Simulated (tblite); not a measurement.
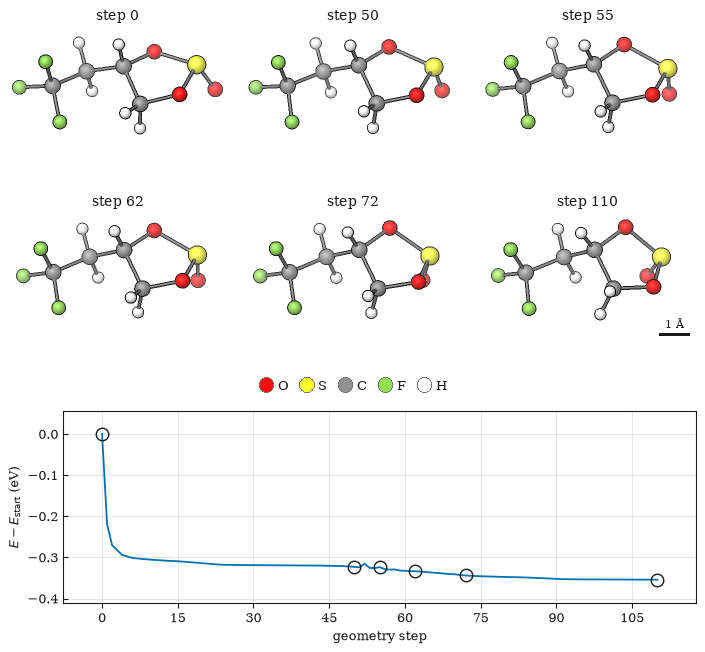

Frames of a relaxation of C4H5F3O3S, marked on the history of the run. A ball-and-stick model, seen from a free direction.

Method: GFN2-xTB geometry optimisation, gas phase (tblite). 

Describe the path.

Answer. After 110 geometry steps the energy has fallen by 0.354 eV. An O atom moves most after the best rigid fit: 1.43 Å. Largest moves by element: O 1.43 Å, H 0.72 Å, S 0.57 Å, F 0.56 Å, C 0.33 Å. Near-neighbour distances that change, for instance: O–S 1.498 → 1.433 Å, O–S 1.624 → 1.679 Å, O–S 1.610 → 1.662 Å, C–C 1.524 → 1.556 Å. Bond angles that change, for instance: O–S–O 95.9° → 89.9°, H–C–H 104.8° → 108.5°, O–C–C 103.8° → 107.0°. Groups turn about C–O by about 60°, O–S by about 50°, C–C by about 45°. Cost: 0.86 s on 1 thread of Arm Neoverse V1, with other jobs on the host. From step 0 to 50: an O atom moves most (0.37 Å), energy −0.323 eV. From step 50 to 55: an O atom moves most (0.30 Å), energy −0.001 eV. From step 55 to 62: an O atom moves most (0.05 Å), energy −0.010 eV. From step 62 to 72: an O atom moves most (0.36 Å), energy −0.010 eV. From step 72 to 110: an O atom moves most (0.42 Å), energy −0.010 eV.

```json
{"step": "0", "E − E(0), eV": "0.0000"}
{"step": "1", "E − E(0), eV": "-0.2193"}
{"step": "2", "E − E(0), eV": "-0.2704"}
{"step": "3", "E − E(0), eV": "-0.2822"}
{"step": "4", "E − E(0), eV": "-0.2941"}
{"step": "5", "E − E(0), eV": "-0.2974"}
{"step": "6", "E − E(0), eV": "-0.3010"}
{"step": "7", "E − E(0), eV": "-0.3023"}
{"step": "8", "E − E(0), eV": "-0.3036"}
{"step": "9", "E − E(0), eV": "-0.3046"}
{"step": "10", "E − E(0), eV": "-0.3056"}
{"step": "15", "E − E(0), eV": "-0.3092"}
{"step": "21", "E − E(0), eV": "-0.3151"}
{"step": "26", "E − E(0), eV": "-0.3182"}
{"step": "31", "E − E(0), eV": "-0.3187"}
{"step": "36", "E − E(0), eV": "-0.3191"}
{"step": "42", "E − E(0), eV": "-0.3196"}
{"step": "47", "E − E(0), eV": "-0.3208"}
{"step": "52", "E − E(0), eV": "-0.3150"}
{"step": "57", "E − E(0), eV": "-0.3295"}
{"step": "63", "E − E(0), eV": "-0.3342"}
{"step": "68", "E − E(0), eV": "-0.3393"}
{"step": "73", "E − E(0), eV": "-0.3445"}
{"step": "78", "E − E(0), eV": "-0.3467"}
{"step": "84", "E − E(0), eV": "-0.3486"}
{"step": "89", "E − E(0), eV": "-0.3513"}
{"step": "94", "E − E(0), eV": "-0.3531"}
{"step": "99", "E − E(0), eV": "-0.3534"}
{"step": "105", "E − E(0), eV": "-0.3538"}
{"step": "110", "E − E(0), eV": "-0.3539"}
```
